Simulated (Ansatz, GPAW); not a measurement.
# How In2S (model structure) absorbs and reflects light, part 2 of 2

Aim: the dielectric function of In2S (model structure), and the optical constants that follow from it. The structure is a model built here, which may or may not match a known phase. It was built so: All Tl replaced by In in the P-3m1 structure of Tl2S. The cell is first relaxed with Ansatz.

GPAW 26.7.0; DFT, revPBE, plane-wave PAW (GPAW data sets), scalar-relativistic, RPA, optical limit.

So far: Starting point; Relaxation.

**3. Ground state**

The self-consistent density comes first; it also tells whether there is a gap, which decides the occupations and the need for a Drude term.

This step: DFT, revPBE, plane-wave PAW (GPAW data sets), scalar-relativistic, ground state (GPAW 26.7.0).

Input file gs.py:

```python
from ase import Atoms
from ase.dft.bandgap import bandgap
from gpaw import GPAW, PW, FermiDirac

atoms = Atoms(['In', 'In', 'S'],
              cell=[[4.14043377, 0.00000000, 0.00000000],
                    [-2.07021689, 3.58572082, 0.00000000],
                    [0.00000000, 0.00000000, 5.77667499]],
              scaled_positions=[[0.66666667, 0.33333333, 0.28640303],
                                [0.33333333, 0.66666667, 0.71359697],
                                [0.00000000, 0.00000000, 1.00000000]],
              pbc=[True, True, True])
atoms.calc = GPAW(mode=PW(500), xc='revPBE', kpts={'size': (6, 6, 4), 'gamma': True},
                  occupations=FermiDirac(0.05), maxiter=150, txt='gs.txt')
print('energy (eV)', atoms.get_potential_energy())
print('Fermi level (eV)', atoms.calc.get_fermi_level())
print('valence electrons', atoms.calc.get_number_of_electrons())
print('gap (eV)', bandgap(atoms.calc, output=None)[0])
print('direct gap (eV)', bandgap(atoms.calc, direct=True, output=None)[0])
atoms.calc.write('gs.gpw')
```

Command:

```bash
> OMP_NUM_THREADS=1 python gs.py
```

Numbers of over 12 decimals in the logs are rounded to 6 here.

Log:

```text
__  _  _
 | _ |_)|_||  |
 |__||  | ||/\| - 26.7.0

Versions:
  Python: 3.12.14
  ASE:    3.29.0
  Numpy:  2.5.5
  Scipy:  1.18.1
  Libxc:  7.0.0

Input parameters:
  mode=PW(ecut=500.0),
  kpts=MonkhorstPack(size=(6, 6, 4), gamma=True),
  maxiter=150,
  occupations=Occupations(name='fermi-dirac', width=0.05, fixmagmom=False),
  xc=XC(name='revPBE')

Diagonalizing LCAO Hamiltonian
Converting LCAO to pw mode

       S
         In

             In

Atoms  # Å, Bohr magnetons
|   | symbol |         x |        y |        z |    initial magnetic moments |
| 0 |     In |  2.070217 | 1.195240 | 1.654457 | ( 0.0000,  0.0000,  0.0000) |
| 1 |     In | -0.000000 | 2.390481 | 4.122218 | ( 0.0000,  0.0000,  0.0000) |
| 2 |      S |  0.000000 | 0.000000 | 5.776675 | ( 0.0000,  0.0000,  0.0000) |

Unit cell  # Å
| periodic |         x |        y |        z |  lengths |     angles |
|      yes |  4.140434 | 0.000000 | 0.000000 | 4.140434 |  90.000000 |
|      yes | -2.070217 | 3.585721 | 0.000000 | 4.140434 |  90.000000 |
|      yes |  0.000000 | 0.000000 | 5.776675 | 5.776675 | 120.000000 |

Number of symmetries: 2
Symmetry operations  # r_c * U_cc + t_c -> r_c
|   | kind |            matrix            |
| 0 |  E   |  1, 0, 0,  0, 1, 0,  0, 0, 1 |
| 1 |  i   | -1, 0, 0,  0,-1, 0,  0, 0,-1 |

BZ-sampling:
  Number of BZ points: 144
  Number of IBZ points: 76

  Monkhorst-Pack size: [6, 6, 4]
  Monkhorst-Pack shift: [0.083333, 0.083333, 0.125]

K-points  # in reciprocal-cell coordinates
|     |                                coordinates |     weight |
|   0 | (  0.00000000,   0.00000000,   0.00000000) | 0.00694444 |
|   1 | (  0.00000000,   0.00000000,   0.25000000) | 0.01388889 |
|   2 | (  0.00000000,   0.00000000,   0.50000000) | 0.00694444 |
|   3 | (  0.00000000,   0.16666667,  -0.25000000) | 0.01388889 |
|   4 | (  0.00000000,   0.16666667,   0.00000000) | 0.01388889 |
|   5 | (  0.00000000,   0.16666667,   0.25000000) | 0.01388889 |
|   6 | (  0.00000000,   0.16666667,   0.50000000) | 0.01388889 |
|   7 | (  0.00000000,   0.33333333,  -0.25000000) | 0.01388889 |
|   8 | (  0.00000000,   0.33333333,   0.00000000) | 0.01388889 |
|   9 | (  0.00000000,   0.33333333,   0.25000000) | 0.01388889 |
| ... |                                            |            |
|  75 | (  0.50000000,   0.50000000,   0.50000000) | 0.00694444 |

Plane wave coefficients: 2194
Cutoff: 500.0 eV

Spin-components: 1 (collinear spins)
Bands:           22
Projectors:      17
Spin-degeneracy: 2
Datatype:        complex128

Parallelization:
  kpt:    1
  domain: 1
  band:   1

Density:
  Valence electrons: 32.0
  Components: 1
  Grid points: [24 24 30]
  Charge: 0.0  # |e|

Potential:
  Grid points: [24 24 30]

species:
  In:
    name:    Indium
    id:
    Z:       49.0
    valence: 13
    core:    36
    charge:  0.0  # [|e|]
    compensation charges:
      type: gauss
      rc: 0.36  # [Å]
      lmax: 2
    cutoffs:
      filter: 2.09  # [Å]
      core: 2.48  # [Å]
    projectors
    | kind |    occ | energy [eV] | rcut [Å] |
    |   5s |  2.000 |      -8.129 |    1.185 |
    |   5p |  1.000 |      -2.456 |    1.244 |
    |   4d | 10.000 |     -18.611 |    1.148 |
    |    s |        |      19.083 |    1.185 |
    |    p |        |      24.755 |    1.244 |
    |    d |        |       8.601 |    1.148 |

    Using partial waves for In as LCAO basis

  S:
    name:    Sulfur
    id:
    Z:       16.0
    valence: 6
    core:    10
    charge:  0.0  # [|e|]
    compensation charges:
      type: gauss
      rc: 0.24  # [Å]
      lmax: 2
    cutoffs:
      filter: 1.77  # [Å]
      core: 1.66  # [Å]
    projectors
    | kind |    occ | energy [eV] | rcut [Å] |
    |   3s |  2.000 |     -17.230 |    0.974 |
    |   3p |  4.000 |      -6.978 |    0.979 |
    |    s |        |       9.981 |    0.974 |
    |    p |        |      20.234 |    0.979 |
    |    d |        |       0.000 |    0.900 |

    Using partial waves for S as LCAO basis

Reference energy: -330823.819831  # eV

eigensolver:
  PPCG
  Converge bands: occupied
  niter=2

density mixing:
  MSR1-Mixer
  Pratt-step length: 0.05
  Maximum mixing coefficient: 0.75
  Old densities: 10
  SVD Regularization: 0.005
  Good broyden scale: 1.0
  Trust region scale: 1.0
  Backstep threshold: 4.0
  History deletion threshold: 6.0
  Fourier metric: weight=20.0, sigma=0.015

occupation numbers:
  Fermi-Dirac:
    width: 0.0500  # eV

poisson solver:
  ecut: 4000.0  # eV

xc functional:
  name: revPBE with 2 nearest neighbor stencil

convergence criteria:
- Maximum [total energy] change in last 3 cyles: 0.0005 eV / valence electron
- Maximum integral of absolute [dens]ity change: 0.0001 electrons / valence electron
- Maximum integral of absolute [eigenst]ate change: 4e-08 eV^2 / valence electron
maximum number of iterations: 150

SCF iterations
|iter     |      energy | eigst |  dens |
|iter:   1||  -10.015056 | -0.41 |       |
|iter:   2||   -9.910625 | -2.18 | -1.32 |
|iter:   3||   -9.616141 | -1.78 | -1.36 |
|iter:   4||   -9.617505 | -2.97 | -1.86 |
|iter:   5||   -9.618377c| -3.91 | -2.22 |
|iter:   6||   -9.618682c| -4.72 | -2.76 |
|iter:   7||   -9.618690c| -5.63 | -3.30 |
|iter:   8||   -9.618718c| -6.52 | -3.69 |
|iter:   9||   -9.618716c| -7.76c| -4.57c|

Converged in 9 steps
SCF loop duration: 49.500 s (5.500 s/step)
Energy contributions relative to reference atoms: (reference = -330823.819831)

Energy contributions:
  Kinetic:          29.458264
  Coulomb:         -29.173996
  Zero:              0.435831
  External:          0.000000
  Xc:              -10.333165
  Entropy:          -0.011302
  Spinorbit:         0.000000
  ----------------------------
  Free energy:      -9.624368
  Extrapolated:     -9.618716

dipole moment: (-6.656013, -11.528553, 18.572752)  # |e|*Ang

Fermi level: 5.427
Eigenvalues  # (at kpt = [0.000, 0.000, 0.000])
| band index |      eig [eV] | occ [0-2] |
|          0 |        -9.329 |     2.000 |
|        ... |               |           |
|          7 |        -9.210 |     2.000 |
|          8 |        -9.166 |     2.000 |
|          9 |        -9.166 |     2.000 |
|         10 |        -8.033 |     2.000 |
|         11 |        -0.720 |     2.000 |
|         12 |        -0.146 |     2.000 |
|         13 |         2.954 |     2.000 |
|         14 |         2.954 |     2.000 |
|         15 |         5.896 |     0.000 |
|         16 |         6.630 |     0.000 |
|         17 |         8.314 |     0.000 |
|         18 |         8.314 |     0.000 |
|         19 |        11.671 |     0.000 |
|         20 |        11.671 |     0.000 |
|         21 |        11.885 |     0.000 |

No gap
No difference between direct/indirect transitions

--- standard output ---
energy (eV) -9.618716
Fermi level (eV) 5.427102
valence electrons 32.0
gap (eV) 0.0
direct gap (eV) 0.0
```

Run time: 52 s. Hardware: 1 thread of Arm Neoverse V2, shared host; peak memory 0.24 GiB.

Numbers from this step:

```
energy       : -9.619 eV
Fermi energy : 5.427 eV
electrons    : 32
```

There are states at the Fermi level within the smearing, so the occupations stay smeared and the carriers get a Drude term.

**4. Bands for the response**

At the fixed density, many empty bands are solved on the mesh of the response, since the spectrum sums over them.

This step: DFT, revPBE, plane-wave PAW (GPAW data sets), scalar-relativistic, bands at fixed density (GPAW 26.7.0).

Input file nscf.py:

```python
from ase.dft.bandgap import bandgap
from gpaw import GPAW, FermiDirac

calc = GPAW('gs.gpw').fixed_density(kpts={'size': (12, 12, 12), 'gamma': True}, nbands=35, convergence={'bands': 29},
                                    occupations=FermiDirac(0.05), txt='nscf.txt')
print('gap (eV)', bandgap(calc, output=None)[0])
print('direct gap (eV)', bandgap(calc, direct=True, output=None)[0])
calc.write('full.gpw', mode='all')
```

Command:

```bash
> OMP_NUM_THREADS=1 python nscf.py
```

Log:

```text
Diagonalizing LCAO Hamiltonian
Converting LCAO to pw mode
convergence criteria:
- Maximum integral of absolute [eigenst]ate change: 4e-08 eV^2 / valence electron
maximum number of iterations: 150

SCF iterations
|iter     |      energy | eigst |  dens |
|iter:   1||             | +2.45 |       |
|iter:   2||             | +0.86 |       |
|iter:   3||             | -0.15 |       |
|iter:   4||             | -1.36 |       |
|iter:   5||             | -2.51 |       |
|iter:   6||             | -3.61 |       |
|iter:   7||             | -4.73 |       |
|iter:   8||             | -5.85 |       |
|iter:   9||             | -6.96 |       |
|iter:  10||             | -7.71c|       |
SCF steps: 10
  __  _  _
 | _ |_)|_||  |
 |__||  | ||/\| - 26.7.0

Versions:
  Python: 3.12.14
  ASE:    3.29.0
  Numpy:  2.5.5
  Scipy:  1.18.1
  Libxc:  7.0.0

Input parameters:
  mode=PW(ecut=500.0),
  convergence={'bands': 29},
  gpts=array([24, 24, 30]),
  kpts=MonkhorstPack(size=(12, 12, 12), gamma=True),
  maxiter=150,
  nbands=35,
  occupations=Occupations(name='fermi-dirac', width=0.05, fixmagmom=False),
  parallel={},
  xc=XC(name='revPBE')

--- standard output ---
gap (eV) 0.0
direct gap (eV) 0.0
```

The job ended after 16 min (1 thread; peak memory 1.7 GiB).

**5. Dielectric function, RPA**

Local fields let the induced charge screen the field inside the cell, which as a rule lowers ε, most along directions where the density is uneven.

This step: DFT, revPBE, plane-wave PAW (GPAW data sets), scalar-relativistic, RPA, optical limit (GPAW 26.7.0).

Input file df.py:

```python
from gpaw.response.df import DielectricFunction

df = DielectricFunction('full.gpw', frequencies={'type': 'nonlinear', 'domega0': 0.03, 'omega2': 8},
                        ecut=80,
                        eta=0.1,
                        nbands=29,
                        rate=0.2,
                        txt='df.txt')
for direction in ['x', 'z']:
    df.get_dielectric_function(xc='RPA', direction=direction, filename=f'df_{direction}.csv')
```

Command:

```bash
> OMP_NUM_THREADS=1 python df.py
```

Log:

```text
Using integrator: PointIntegrator
NonLinearFrequencyDescriptor(from 0.000 to 28.733 eV, 386 points)
Nonperiodic BCs:  [False False False]
Using integrator: PointIntegrator
NonLinearFrequencyDescriptor(from 0.000 to 28.733 eV, 386 points)
Nonperiodic BCs:  [False False False]
Using integrator: PointIntegrator

Calculating chi0 body with:
    Ground state adapter containing:
    Number of spins: 1
    Number of kpoints: 1728
    Number of irreducible kpoints: 868
    Number of completely occupied states: 15
    Number of partially occupied states: 19

    Linear response parametrization:
    q_c: [0.0, 0.0, 0.0]
    Number of frequency points: 386
    Planewave cutoff: 80.0
    Number of bands: 29
    Number of planewaves: 123
    Broadening (eta): 0.1

Integrating chi0 body.

Symmetries of q_c:
    Direct symmetries (Uq -> q): 2
    Indirect symmetries (TUq -> q): 0
In total 2 allowed symmetries.

868 groups of equivalent kpoints. 49.768519% reduction.

Integral kind: spectral function

Calculating chi0 optical extensions with:
    Ground state adapter containing:
    Number of spins: 1
    Number of kpoints: 1728
    Number of irreducible kpoints: 868
    Number of completely occupied states: 15
    Number of partially occupied states: 19

    Linear response parametrization:
    Number of frequency points: 386
    Planewave cutoff: 80.0
    Number of bands: 29
    Number of planewaves: 123
    Broadening (eta): 0.1
Integrating chi0 head and wings.

Symmetries of q_c:
    Direct symmetries (Uq -> q): 2
    Indirect symmetries (TUq -> q): 0
In total 2 allowed symmetries.

868 groups of equivalent kpoints. 49.768519% reduction.

Integral kind: spectral function wings

Calculating drude chi0 with:
    Number of frequency points:386
    Plasma frequency decay rate: 0.2 eV

    Ground state adapter containing:
    Number of spins: 1
    Number of kpoints: 1728
    Number of irreducible kpoints: 868
    Number of completely occupied states: 15
    Number of partially occupied states: 19

Symmetries of q_c:
    Direct symmetries (Uq -> q): 2
    Indirect symmetries (TUq -> q): 0
In total 2 allowed symmetries.

868 groups of equivalent kpoints. 49.768519% reduction.

Integral kind: intraband
Plasma frequency:
[[3.45+0.j 0.01+0.j 0.  +0.j]
 [0.01+0.j 3.45-0.j 0.  +0.j]
 [0.  +0.j 0.  +0.j 4.82+0.j]]
```

The job ended after 3.5 min (1 thread; peak memory 0.69 GiB).

Sum at mesh points, not converged in k. Im ε against photon energy; read off at these points:

| photon energy (eV) | E ∥ x | E ∥ z |
| --- | --- | --- |
| 1.00 | 8.77 | 19.0 |
| 1.50 | 12.6 | 23.0 |
| 1.80 | 14.1 | 14.0 |
| 2.00 | 12.1 | 13.8 |
| 2.50 | 19.9 | 21.0 |
| 2.62 | 18.6 | 21.8 |
| 3.00 | 14.4 | 15.5 |
| 3.50 | 10.2 | 9.08 |
| 4.00 | 9.11 | 5.59 |
| 4.50 | 5.74 | 3.98 |
| 5.00 | 3.93 | 3.17 |
| 5.50 | 3.70 | 3.06 |
| 6.00 | 3.41 | 2.91 |
| 6.50 | 2.97 | 3.27 |
| 7.00 | 2.52 | 2.40 |
| 7.50 | 2.05 | 2.04 |
| 8.00 | 1.74 | 1.45 |
| 8.50 | 1.61 | 1.30 |
| 9.00 | 1.19 | 0.768 |
| 9.50 | 1.02 | 0.593 |
| 10.00 | 0.809 | 0.617 |
| 10.50 | 0.739 | 0.536 |

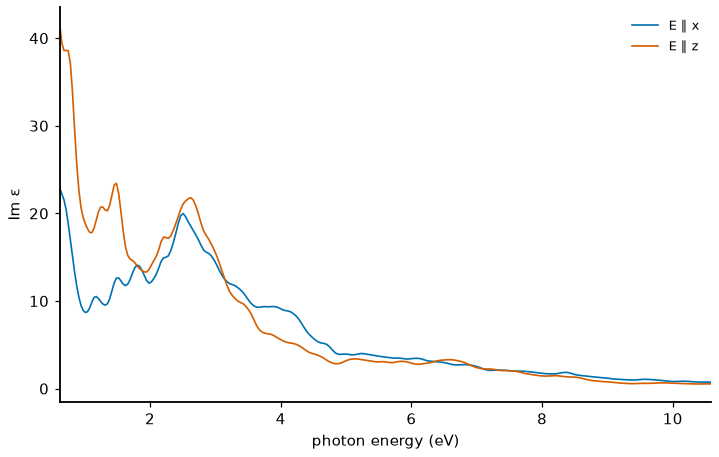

Im ε, plotted against photon energy.

Values under 1 per cm are given as 1; sum at mesh points, not converged in k. The absorption coefficient by photon energy:

| photon energy (eV) | E ∥ x (1/cm) | E ∥ z (1/cm) |
| --- | --- | --- |
| 1.010 | 1.6e5 | 3.5e5 |
| 1.486 | 2.6e5 | 5.1e5 |
| 1.985 | 3.5e5 | 4.5e5 |
| 2.508 | 7.1e5 | 7.8e5 |
| 3.018 | 8.8e5 | 1.1e6 |
| 3.510 | 9.2e5 | 1.1e6 |
| 3.980 | 1.0e6 | 1.0e6 |
| 4.516 | 1.1e6 | 1.0e6 |
| 4.981 | 9.6e5 | 8.6e5 |
| 5.515 | 9.8e5 | 9.1e5 |
| 6.021 | 1.0e6 | 9.5e5 |
| 6.494 | 1.1e6 | 1.0e6 |
| 6.985 | 1.1e6 | 1.1e6 |
| 7.496 | 1.0e6 | 1.1e6 |
| 8.026 | 1.0e6 | 1.1e6 |
| 8.516 | 1.1e6 | 1.1e6 |
| 9.023 | 1.0e6 | 1.0e6 |
| 9.483 | 9.1e5 | 8.4e5 |
| 10.026 | 8.7e5 | 8.0e5 |
| 10.519 | 8.1e5 | 7.1e5 |

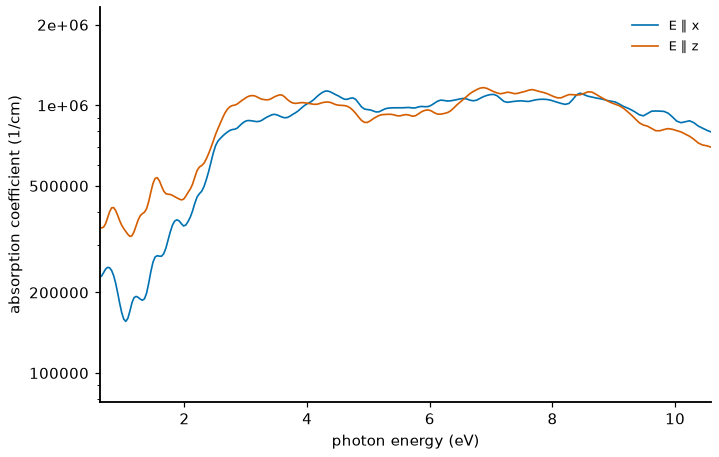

Absorption coefficient against photon energy.

Sum at mesh points, not converged in k. Table of Im ε, E ∥ x by photon energy; read off at these points:

| photon energy (eV) | without local fields | with local fields |
| --- | --- | --- |
| 1.00 | 9.30 | 8.77 |
| 1.50 | 14.1 | 12.6 |
| 1.80 | 16.1 | 14.1 |
| 2.00 | 14.2 | 12.1 |
| 2.50 | 23.8 | 19.9 |
| 3.00 | 15.9 | 14.4 |
| 3.50 | 10.8 | 10.2 |
| 4.00 | 9.77 | 9.11 |
| 4.50 | 6.06 | 5.74 |
| 5.00 | 4.52 | 3.93 |
| 5.50 | 4.41 | 3.70 |
| 6.00 | 4.18 | 3.41 |
| 6.50 | 3.58 | 2.97 |
| 7.00 | 2.82 | 2.52 |
| 7.50 | 2.31 | 2.05 |
| 8.00 | 1.87 | 1.74 |
| 8.50 | 1.54 | 1.61 |
| 9.00 | 1.18 | 1.19 |
| 9.50 | 1.14 | 1.02 |
| 10.00 | 0.896 | 0.809 |
| 10.50 | 0.827 | 0.739 |

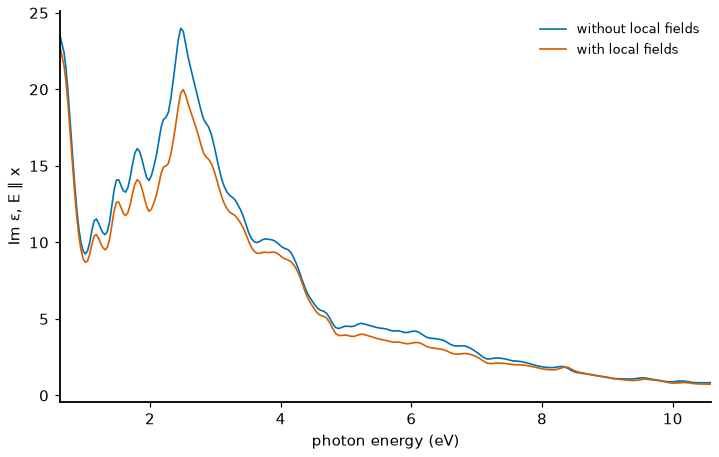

Im ε, E ∥ x against photon energy.

The reflectivity at normal incidence has structure finer than the step of the table below, so its rows give means over 0.5 eV, whole bins alone (the curve runs from 0.619 to 10.6 eV). Peaks (eV: height): E ∥ x 3.02: 51.2, 4.38: 55.0, 7.10: 43.9, 9.09: 42.1, 9.89: 37.9; E ∥ z 1.52: 56.7, 3.64: 63.6, 9.15: 55.8.

Sum at mesh points, not converged in k. The reflectivity at normal incidence by photon energy; means over each step:

| photon energy (eV) | E ∥ x (%) | E ∥ z (%) |
| --- | --- | --- |
| 1.0 | 40.3 | 59.0 |
| 1.5 | 39.1 | 52.7 |
| 2.0 | 41.5 | 45.0 |
| 2.5 | 48.5 | 52.6 |
| 3.0 | 50.4 | 60.8 |
| 3.5 | 48.5 | 61.8 |
| 4.0 | 48.9 | 58.5 |
| 4.5 | 53.7 | 57.5 |
| 5.0 | 47.4 | 47.2 |
| 5.5 | 42.2 | 42.2 |
| 6.0 | 40.1 | 38.6 |
| 6.5 | 40.9 | 37.6 |
| 7.0 | 41.8 | 45.5 |
| 7.5 | 39.1 | 46.0 |
| 8.0 | 38.3 | 47.4 |
| 8.5 | 39.4 | 49.6 |
| 9.0 | 41.5 | 55.1 |
| 9.5 | 36.4 | 47.7 |
| 10.0 | 35.4 | 39.2 |

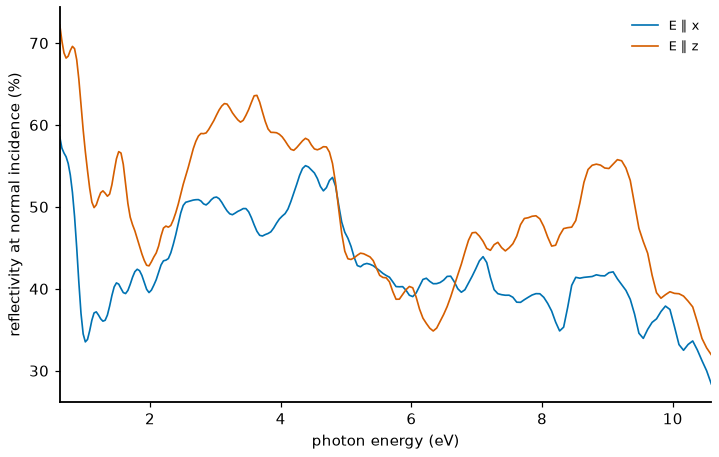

Reflectivity at normal incidence against photon energy.

Sum at mesh points, not converged in k. Table of loss function −Im 1/ε at q → 0 by energy loss; read off at these points:

| energy loss (eV) | E ∥ x | E ∥ z |
| --- | --- | --- |
| 1 | 0.0858 | 0.0500 |
| 2 | 0.0540 | 0.0650 |
| 3 | 0.0682 | 0.0524 |
| 4 | 0.0996 | 0.0980 |
| 5 | 0.179 | 0.221 |
| 6 | 0.241 | 0.262 |
| 7 | 0.270 | 0.245 |
| 8 | 0.393 | 0.335 |
| 9 | 0.491 | 0.417 |
| 10 | 0.848 | 1.00 |

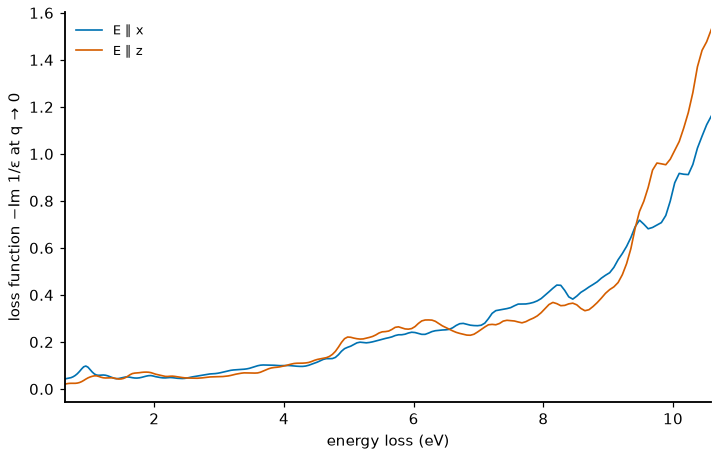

Loss function −Im 1/ε at q → 0, plotted against energy loss.

Optical constants at common wavelengths, from n + ik = √ε:

| wavelength (nm) | n x | k x | R (%) x | 1/α x | n z | k z | R (%) z | 1/α z |
| --- | --- | --- | --- | --- | --- | --- | --- | --- |
| 1550 | 2.64 | 3.007 | 52.6 | 41 nm | 3.49 | 5.043 | 69.4 | 24 nm |
| 1064 | 3.29 | 1.593 | 37.1 | 53 nm | 3.35 | 2.818 | 50.1 | 30 nm |
| 800 | 3.54 | 1.743 | 40.1 | 37 nm | 3.00 | 3.413 | 56.6 | 19 nm |
| 633 | 3.38 | 1.811 | 39.8 | 28 nm | 2.99 | 2.237 | 42.9 | 23 nm |
| 405 | 2.39 | 2.828 | 51.0 | 11 nm | 2.05 | 3.493 | 61.9 | 9.2 nm |
| 308 | 1.80 | 2.501 | 48.9 | 9.8 nm | 1.10 | 2.492 | 58.5 | 9.8 nm |
| 248 | 1.03 | 1.901 | 46.6 | 10 nm | 0.93 | 1.713 | 44.2 | 12 nm |

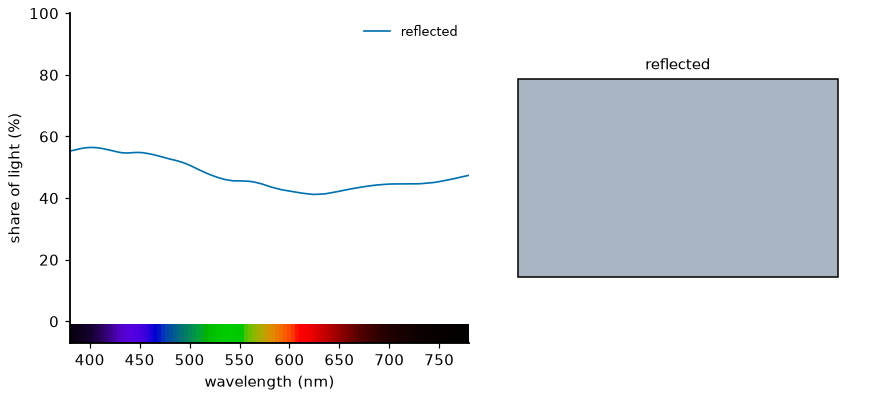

Light reflected across the visible range, with the colour that it makes of daylight (sRGB).

A polished face would reflect 46 % of daylight and look faintly blue (CIE x = 0.292, y = 0.309 under D65).

**6. What came out**

At this level (revPBE, RPA) In2S is a metal. The mesh is too coarse to trust the carriers' weight, the reflectivity or the colour to better than tens of per cent. The cell grew by 3.8 % in volume. A polished face would reflect 46 % of daylight and look faintly blue (CIE x = 0.292, y = 0.309 under D65). The carriers' damping of 0.2 eV is typed, not computed; it shapes the response at the lowest energies. Spin-orbit coupling is left out although heavy atoms are present. The curves end at 11 eV, about where the summed bands run out. GPAW's carrier term has the form −ωp²/(ω + i·rate)², which damps like twice the rate and fails at low energy, so the curves leave the lowest energies out. The sum runs over mesh points 0.15 Å⁻¹ apart with no interpolation, so peaks are partly noise of the mesh, and the Drude plasma energy, a sum over the Fermi surface, isn't converged.

[Machine, clock and banner lines and Python warnings are left out of the logs.]

[Logs are printed without paths, hosts, clocks, repeated set-up lines and the standing remarks that a program may print on its own settings, such as how far it seeks lower states.]

[Hosts, paths, dates, database ids (printed as entryN), source tags and the programs' standing remarks are cut or masked in the printed files.]
